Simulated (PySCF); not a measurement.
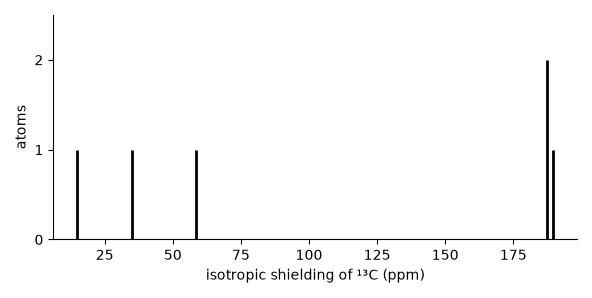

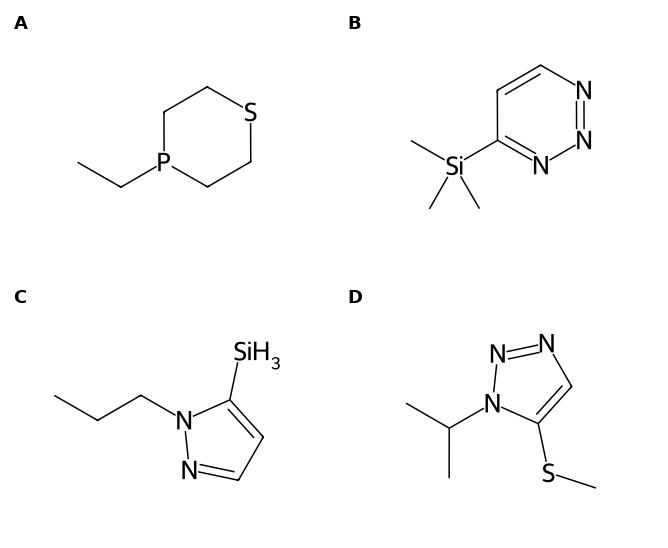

The sticks are computed shieldings of one of the molecules, for one fixed geometry (GFN2-xTB) without averaging over rotations. Low shielding means a high chemical shift. Method: GIAO PBE0/pcSseg-1 NMR shielding, non-relativistic, gas phase (PySCF 2.14.0).

Which molecule gives this pattern?

Answer. B, `C[Si](C)(C)c1ccnnn1`. Its 6 C atoms give lines at 14.8, 35.2, 58.5, 187.4 (2 atoms), 189.7 ppm.

The geometry is semi-empirical. Around P, Si such bond lengths and angles can be off by a tenth of an ångström or more and by several degrees, and values that hang on the shape move with them.
